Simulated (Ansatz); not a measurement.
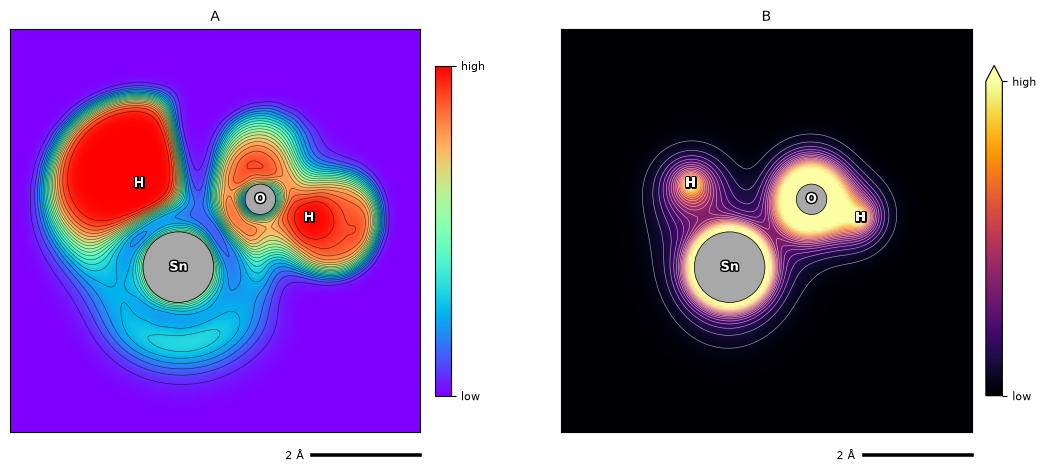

H$_{4}$OSn: 2 fields on the plane of atoms Sn1, O2 and H3, with unlabelled colour scales. Grey discs cover the atomic cores.

Core potentials replace the inner electrons of Sn; not at a stationary point (largest force 1.7 eV/Å).

Level of theory: RKS B3LYP/def2-SVP (Ansatz).

```xyz
6

Sn    0.2134   -0.0118   -0.0483
O     0.8586   -0.1075    1.8107
H     0.2210   -0.1764    2.5366
H     1.9229    0.0202   -0.1791
H    -0.6886    1.4121   -0.4058
H    -0.6374   -1.4180   -0.5635
```

Match the panels to the quantities (electron density and electron localisation function).

Panel A: electron localisation function. Panel B: electron density. From the grid: Sn–O (1.97 Å): the density is about 0.72 e/Å³ at the midpoint; the ELF peaks at about 0.85 in the valence shell of O, 0.6 Å from its nucleus, and drops to about 0.10 between the two atoms. O–H (0.97 Å): ρ is about 3.6 e/Å³ halfway; the ELF climbs to about 1 towards the hydrogen, as it does in any bond to H; a covalent bond by its length.
